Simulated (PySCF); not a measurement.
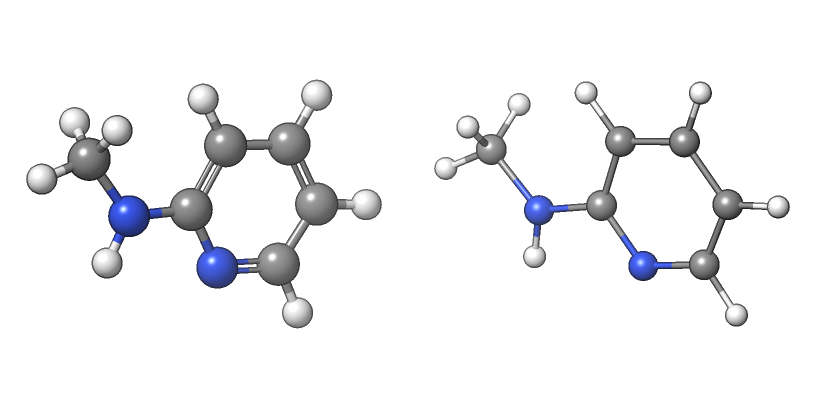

The same structure drawn twice, from different directions. Colours: carbon grey, nitrogen blue, hydrogen white.

**Give the formula.**

C₆H₈N₂, 16 atoms: 6 carbon, 8 hydrogen and 2 nitrogen.

**Describe its rings.**

Independent rings (smallest set): 1 of 6 members, 1 of them aromatic.

The parts below concern this one geometry. Atoms keep their numbers from picture to picture. The computed structure is the end point of a PBE0-D3(BJ)/def2-TZVP optimisation. No frequency run is at hand to confirm it as a minimum.

Geometry

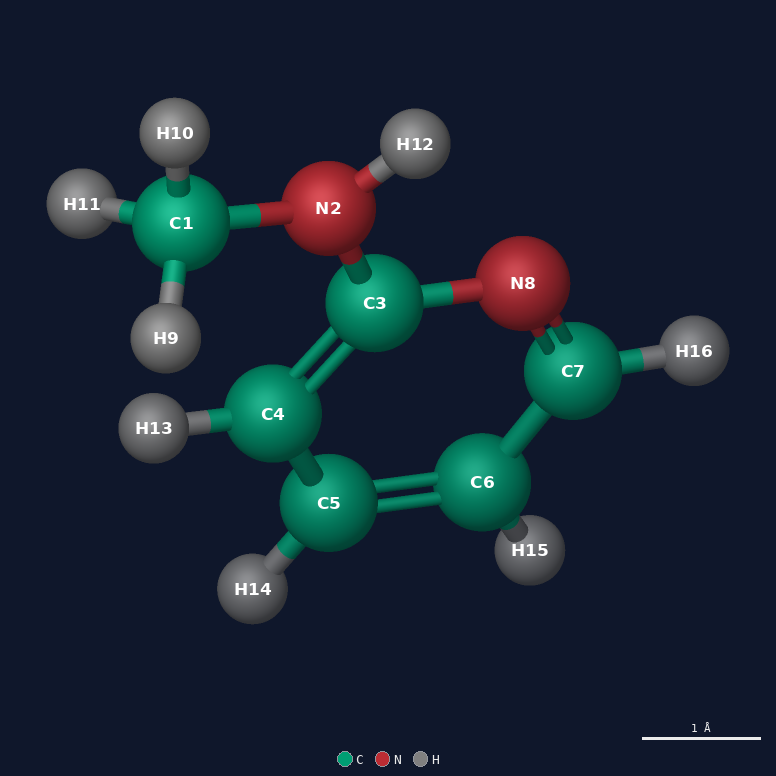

Atoms carry their numbers in the input. No frequency run is at hand to confirm it as a minimum.

**How are the neighbours of atom 8 arranged?**

N8 has 2 neighbours (C3 at 1.34, C7 at 1.32 Å); the arrangement is bent.

**How are the neighbours of atom 4 arranged?**

C4 has 3 neighbours (C3 at 1.40, C5 at 1.38, H13 at 1.08 Å); the arrangement is trigonal planar.

**What is the geometry at C7?**

C7 has 3 neighbours (C6 at 1.39, N8 at 1.32, H16 at 1.09 Å); the arrangement is trigonal planar.

**How are the neighbours of atom 6 arranged?**

C6 has 3 neighbours (C5 at 1.39, C7 at 1.39, H15 at 1.08 Å); the arrangement is trigonal planar.

**What is the dihedral angle N2–C3–C4–C5?**

179° in size, that is anti.

Levels of theory compared

No frequency run is at hand to confirm it as a minimum. Program: PySCF 2.14.0.

Tabulate HOMO energy (eV), dipole (D), HOMO–LUMO gap (eV) at these levels: B97-2/pcSseg-2; KT3/pcSseg-2; PBE0/pcSseg-2; WP04/pcSseg-2 in chloroform (IEF-PCM); ωB97X-D/pcSseg-2; ωB97X-D/pcSseg-2 in chloroform (IEF-PCM).

```csv
level,HOMO energy (eV),dipole (D),HOMO–LUMO gap (eV)
B97-2/pcSseg-2,−5.73,2.00,5.22
KT3/pcSseg-2,−4.99,1.99,3.68
PBE0/pcSseg-2,−5.97,2.01,5.49
WP04/pcSseg-2 in chloroform (IEF-PCM),−7.13,2.58,4.54
ωB97X-D/pcSseg-2,−7.68,2.00,8.95
ωB97X-D/pcSseg-2 in chloroform (IEF-PCM),−7.69,2.55,8.87
```

Charges

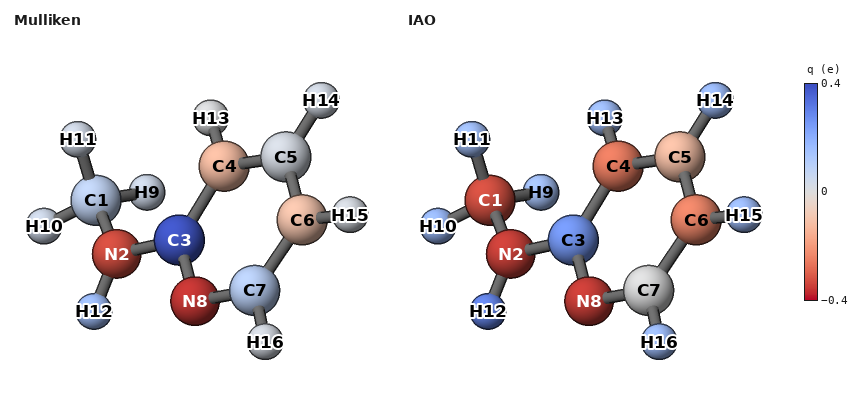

Atomic charges of one calculation by 2 schemes, on one colour scale. No frequency run is at hand to confirm it as a minimum. Method: PBE0/pcSseg-2 (PySCF 2.14.0).

**Which scheme gives the most polar picture (largest mean size of the charges)?**

The IAO charges are the largest in size here.

**On which atom do the schemes disagree most?**

On C1 (from −0.32 to 0.08 e).

List the charges (e), one line for each set of equivalent atoms.

```csv
atom,Mulliken,IAO
C1,0.08,−0.32
N2,−0.32,−0.34
C3,0.38,0.25
C4,−0.12,−0.25
C5,0.02,−0.11
C6,−0.10,−0.23
C7,0.09,0.00
N8,−0.35,−0.34
H9,0.04,0.14
H10,0.04,0.16
H11,0.03,0.14
H12,0.15,0.29
H13,0.00,0.15
H14,0.03,0.16
H15,0.02,0.16
H16,0.02,0.15
```

NMR shielding

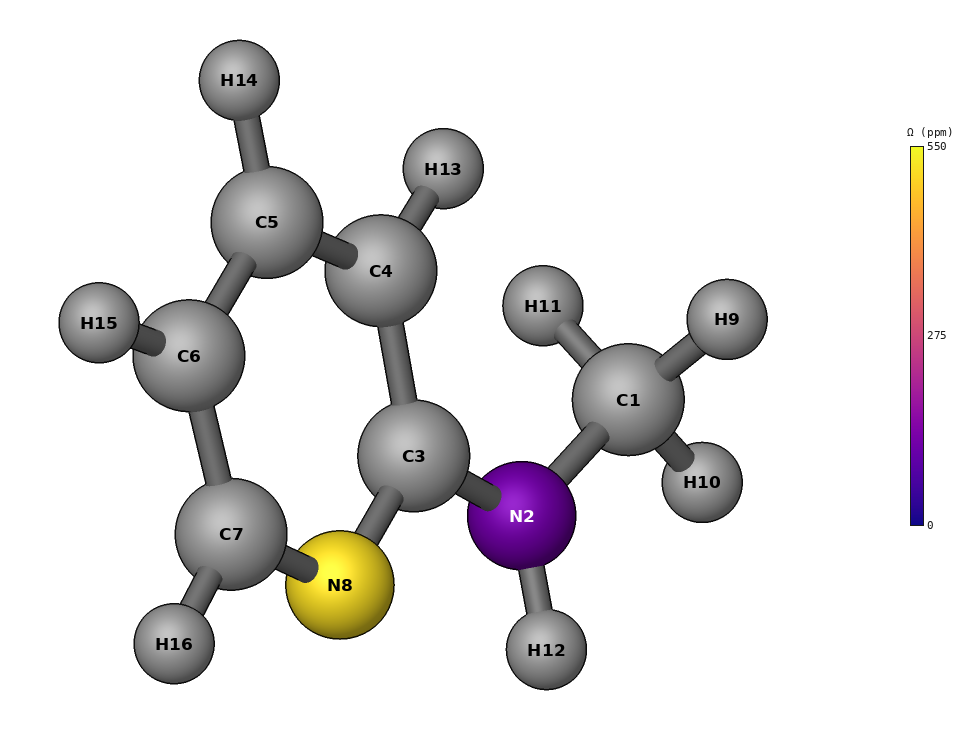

The N atoms are coloured by the span of their shielding tensor. No frequency run is at hand to confirm it as a minimum. Properties computed with GIAO B97-2/pcSseg-2 NMR shielding, non-relativistic, gas phase (PySCF 2.14.0). Principal shieldings σ11 ≤ σ22 ≤ σ33, span Ω = σ33 − σ11, skew κ = 3(σiso − σ22)/Ω.

**Which N atom has the most anisotropic shielding?**

N8, with a span of 515 ppm.

Give the shielding tensors of the N atoms.

| atom | σ11 | σ22 | σ33 | σiso | Ω | κ |
| --- | --- | --- | --- | --- | --- | --- |
| N2 | 126.9 | 156.3 | 249.2 | 177.5 | 122.3 | 0.52 |
| N8 | −261.6 | −105.1 | 253.7 | −37.7 | 515.3 | 0.39 |

Shieldings and span in ppm.

Mulliken values depend strongly on the basis set and can even reverse the polarity of a bond.
